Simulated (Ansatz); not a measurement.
# GeSiH6O (SMILES [OH][GeH2][SiH3]): B2PLYP/cc-pVDZ

Aim: the energy change on altering one bond length of GeSiH6O at B2PLYP/cc-pVDZ, from 2 runs. 

The calculation is run with Ansatz 0.2.0.

63 further runs of the same task are left out: 63 set aside as unsound or not needed. Runs told in other sessions of the task aren't counted.

## (1) The molecule

GeSiH6O: 9 atoms, total charge 0, spin state singlet. As SMILES, `[OH][GeH2][SiH3]`. Geometry: relaxed at PBE0-D4/def2-TZVP. This is one conformer, not always the lowest.

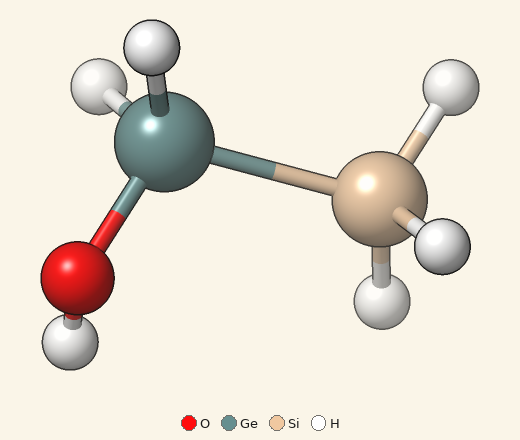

The structure, seen from a chosen angle (oxygen red, germanium teal, silicon light orange, hydrogen white).

## (2) A single-point energy at B2PLYP/cc-pVDZ

Contents of job.yaml:

```yaml
crystal:
  periodic: [false, false, false]
  atoms:
    - {symbol: O, position_ang: [-1.665400, 1.003200, -0.854800]}
    - {symbol: Ge, position_ang: [0.086300, 0.899600, -0.495500]}
    - {symbol: Si, position_ang: [0.525800, -1.010700, 0.870400]}
    - {symbol: H, position_ang: [-1.973400, 0.267900, -1.389000]}
    - {symbol: H, position_ang: [0.873700, 0.832100, -1.824400]}
    - {symbol: H, position_ang: [0.388100, 2.226700, 0.215900]}
    - {symbol: H, position_ang: [1.986000, -1.132800, 1.128400]}
    - {symbol: H, position_ang: [0.060100, -2.236200, 0.166300]}
    - {symbol: H, position_ang: [-0.192800, -0.896100, 2.165800]}
basis:
  gaussian:
    orbitals: cc-pVDZ
hamiltonian:
  xc: {name: B2PLYP}
accuracy: high
output: {orbitals: {seedname: orbitals}}
correlation:
  frozen_orbitals: {Ge: 9, H: 0, O: 1, Si: 5}
```

Run with:

```console
$ ansatz run job.yaml --threads 1 --pin off --max-ram 3480MiB --events-out events.jsonl --progress --plain --runs-dir runs
```

Log:

```text
Warning: RAYON_NUM_THREADS=1 ignored (pool sized by the plan → 1); use --threads N
Functional definition: B2PLYP
  name "B2PLYP"
  parameter a = 0.53
  parameter c = 0.27
  exchange = (1 - a)*b88_x + a*exact_x
  correlation = (1 - c)*lyp_c + c*(mp2_os + mp2_ss)
2066 factors; integrals over basis functions are off by at most 4.7e-9 eV
mean field evaluation 1: about -66516.1498 eV, gradient 4.1e1 eV
mean field evaluation 2: about -66516.3805 eV, gradient 4.1e1 eV
mean field evaluation 4: about -66519.4560 eV, gradient 2.2e0 eV
mean field evaluation 8: about -66519.4805 eV, gradient 6.8e-2 eV
mean field evaluation 16: about -66519.4806 eV, gradient 4.0e-5 eV
mean field -66519.48055711 eV, -2444.5458219506 hartree, gradient 1.8e-8 eV, S^2 0.000000; 0 other end points of the search recorded, 0 dependent functions left out
15 core orbitals not correlated: weight in the atoms' cores, before any rotation towards them, 1.000 or more for the frozen orbitals, at most 0.000 for the correlated occupied ones
reference -66519.48058488 eV, -2444.5458229710 hartree; 15, 15 occupied and 59, 59 virtual orbitals, 2066 factors
second order -13.95525341 eV of doubles, -0.00000000 eV of singles
Total energy: -66523.24850330 eV, -2444.6842914190 hartree
```

Wall time 17 s (1 thread of Arm Neoverse V1, shared host); peak memory 0.34 GiB.

## (3) The distorted shape

Contents of in.yaml:

```yaml
crystal:
  periodic: [false, false, false]
  atoms:
    - {symbol: O, position_ang: [-1.295799, 1.885562, -0.213759]}
    - {symbol: Ge, position_ang: [0.455901, 1.781962, 0.145541]}
    - {symbol: Si, position_ang: [0.895401, -0.128338, 1.511441]}
    - {symbol: H, position_ang: [-1.973400, 0.267900, -1.389000]}
    - {symbol: H, position_ang: [1.243301, 1.714462, -1.183359]}
    - {symbol: H, position_ang: [0.757701, 3.109062, 0.856941]}
    - {symbol: H, position_ang: [2.355601, -0.250438, 1.769441]}
    - {symbol: H, position_ang: [0.429701, -1.353838, 0.807341]}
    - {symbol: H, position_ang: [0.176801, -0.013738, 2.806841]}
basis:
  gaussian:
    orbitals: cc-pVDZ
hamiltonian:
  xc: {name: B2PLYP}
correlation:
  frozen_orbitals: {Ge: 9, H: 0, O: 1, Si: 5}
accuracy: high
output: {orbitals: {seedname: orbitals}}
```

Run with:

```console
$ ansatz run in.yaml --threads 1 --pin off --max-ram 3480MiB --events-out events.jsonl --progress --plain --runs-dir runs
```

Log (excerpt; [...] marks lines left out):

```text
Warning: RAYON_NUM_THREADS=1 ignored (pool sized by the plan → 1); use --threads N
[... 2 set-up lines as earlier in the session ...]
[...]
2061 factors; integrals over basis functions are off by at most 4.7e-9 eV
[...]
mean field -66513.61986611 eV, -2444.3304455288 hartree, gradient 7.2e-8 eV, S^2 0.000000; 2 other end points of the search recorded, 0 dependent functions left out; unrestricted orbitals would lower it
15 core orbitals not correlated: weight in the atoms' cores, before any rotation towards them, 1.000 or more for the frozen orbitals, at most 0.000 for the correlated occupied ones
reference -66513.61989468 eV, -2444.3304465786 hartree; 15, 15 occupied and 59, 59 virtual orbitals, 2061 factors
second order -16.74880476 eV of doubles, -0.00000000 eV of singles
Total energy: -66518.14207197 eV, -2444.4966335286 hartree
```

It took 22 s on 1 thread of Arm Neoverse V1, shared host; peak memory 0.43 GiB.

## (4) Results

Level: B2PLYP/cc-pVDZ, 15 core orbitals frozen.

| quantity | value |
| --- | --- |
| first shape: total energy | -2444.68429 Eh |
| first shape: HOMO energy (SCF part's orbitals) | -8.75 eV |
| first shape: LUMO energy (SCF part's orbitals) | 1.10 eV |
| first shape: HOMO–LUMO gap (SCF part's orbitals) | 9.86 eV |
| distorted shape: total energy | -2444.49663 Eh |
| distorted shape: HOMO energy (SCF part's orbitals) | -8.69 eV |
| distorted shape: LUMO energy (SCF part's orbitals) | -3.52 eV |
| distorted shape: HOMO–LUMO gap (SCF part's orbitals) | 5.17 eV |
| energy change with the O1–H4 bond stretched from 0.960 to 2.111 Å | 5.106 eV |

What this shows: With the O1–H4 bond stretched from 0.960 to 2.111 Å the energy rises by 5.11 eV (493 kJ/mol). The first shape isn't relaxed at this level, so the change isn't measured from a minimum. A restricted reference can't describe the breaking bond well at this length. The restricted solution (distorted shape) is unstable to spin breaking: an unrestricted one lies lower.
